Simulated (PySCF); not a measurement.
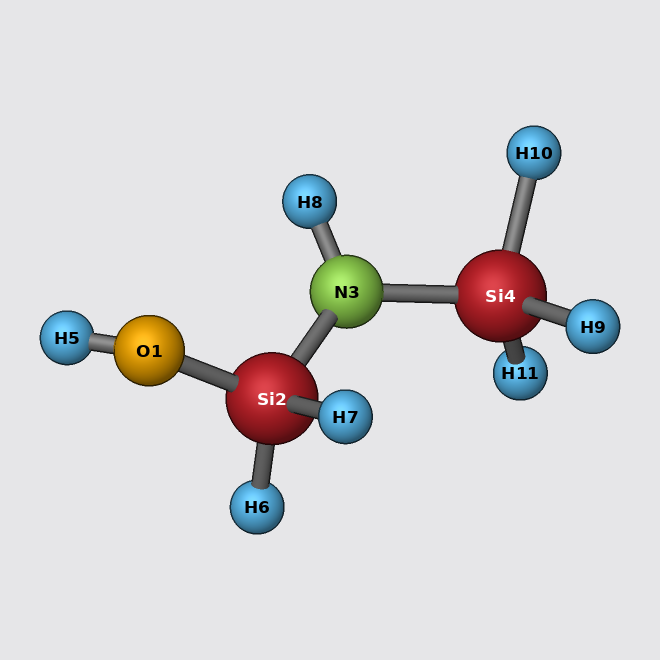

Geometry: a frame of a GFN2-xTB molecular-dynamics simulation, not a minimum. Level of theory: GIAO PBE0/pcSseg-1 NMR shielding, non-relativistic, gas phase (PySCF 2.14.0). Principal shieldings σ11 ≤ σ22 ≤ σ33, span Ω = σ33 − σ11, skew κ = 3(σiso − σ22)/Ω.

Give the shielding tensors of the N atoms.

| atom | σ11 | σ22 | σ33 | σiso | Ω | κ |
| --- | --- | --- | --- | --- | --- | --- |
| N3 | 203.1 | 255.9 | 269.2 | 242.8 | 66.1 | −0.60 |

Shieldings and span in ppm.
